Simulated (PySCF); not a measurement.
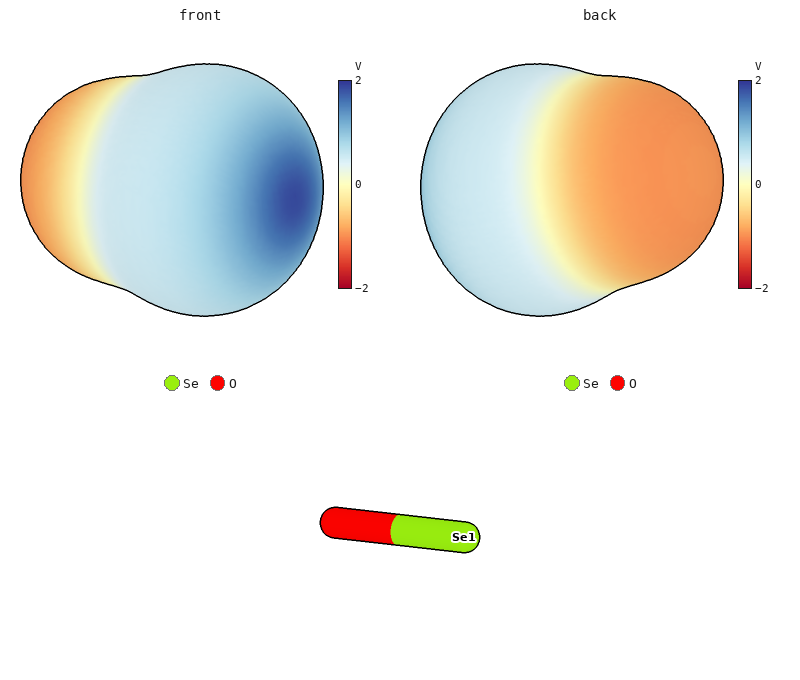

Figure 1: SeO (triplet). The electrostatic potential painted on the density surface at 0.002 e/bohr³, seen from the front and from behind; the colour scale runs from red (negative) to blue (positive). The bare structure is drawn below in the same view.

All numbers below come from PBE0/aug-pcseg-1, non-relativistic, at a bond length of 1.667 Å (PySCF 2.14.0).

Which sites attract a positive test charge, and which a negative one?

Answer. A positive charge is drawn to the negative regions and a negative charge to the positive ones. The most negative region (about −1.0 V) lies over O2, the most positive (about +1.8 V) over Se1.
